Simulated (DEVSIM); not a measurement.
Structure: W/SiO2/n-Si capacitor, at 300 K.

```tsv
layer (left to right)	material	thickness (nm)	Nd (cm⁻³)
1	SiO2	5.80	-
2	Si	8700	4.4e15
```

Metal gate on the left, work function 4.6 eV. Fixed charge at the semiconductor interface -7.7e11 cm⁻² (in units of +e); no interface traps.

The device is made up for the run: typed textbook-type constants, with dimensions and the other settings drawn at random. Values at 300 K.

| parameter | SiO2 | Si |
|---|---|---|
| gap (eV) | 9 | 1.124 |
| affinity (eV) | 0.9 | 4.05 |
| permittivity | 3.9 | 11.7 |
| Nc (cm⁻³) | - | 2.86e19 |
| Nv (cm⁻³) | - | 3.1e19 |

DEVSIM, 1D Poisson equation in equilibrium, Boltzmann statistics, complete ionisation; no quantum confinement or tunnelling. Metal contacts follow the ideal Schottky-Mott rule: no Fermi-level pinning, no interface dipoles.

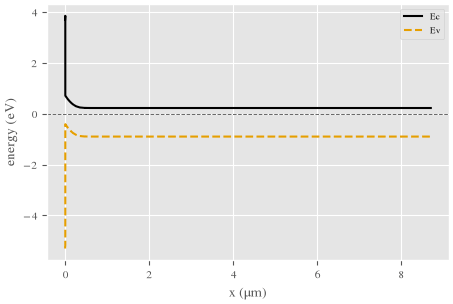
Band edges at 0.0 V on the gate

Energies count from the Fermi level of the right contact; mesh points crowd at the junctions.

| x (μm) | Ec (eV) | Ev (eV) | n (cm⁻³) | p (cm⁻³) | field (V/cm) |
|---|---|---|---|---|---|
| 0.000 | 3.700 | -5.300 | < 1e2 | < 1e2 | 280000 |
| 0.001285 | 3.736 | -5.264 | < 1e2 | < 1e2 | 280000 |
| 0.003275 | 3.792 | -5.208 | < 1e2 | < 1e2 | 280000 |
| 0.005048 | 3.842 | -5.158 | < 1e2 | < 1e2 | 280000 |
| 0.006704 | 0.711 | -0.413 | 3.2e7 | 3.6e12 | -25000 |
| 0.009457 | 0.704 | -0.420 | 4.2e7 | 2.8e12 | -25000 |
| 0.01588 | 0.689 | -0.435 | 7.7e7 | 1.5e12 | -24000 |
| 0.04022 | 0.631 | -0.493 | 7.1e8 | 1.6e11 | -23000 |
| 0.08766 | 0.531 | -0.593 | 3.4e10 | 3.4e9 | -19000 |
| 0.1984 | 0.357 | -0.766 | 2.8e13 | 4100000 | -12000 |
| 0.4567 | 0.231 | -0.893 | 3.7e15 | 31000 | -690 |
| 1.436 | 0.227 | -0.897 | 4.4e15 | 26000 | ≈ 0 |
| 3.344 | 0.227 | -0.897 | 4.4e15 | 26000 | ≈ 0 |
| 6.261 | 0.227 | -0.897 | 4.4e15 | 26000 | ≈ 0 |
| 7.908 | 0.227 | -0.897 | 4.4e15 | 26000 | ≈ 0 |
| 8.364 | 0.227 | -0.897 | 4.4e15 | 26000 | ≈ 0 |
| 8.565 | 0.227 | -0.897 | 4.4e15 | 26000 | ≈ 0 |
| 8.646 | 0.227 | -0.897 | 4.4e15 | 26000 | ≈ 0 |
| 8.687 | 0.227 | -0.897 | 4.4e15 | 26000 | ≈ 0 |
| 8.698 | 0.227 | -0.897 | 4.4e15 | 26000 | ≈ 0 |
| 8.703 | 0.227 | -0.897 | 4.4e15 | 26000 | ≈ 0 |
| 8.706 | 0.227 | -0.897 | 4.4e15 | 26000 | ≈ 0 |
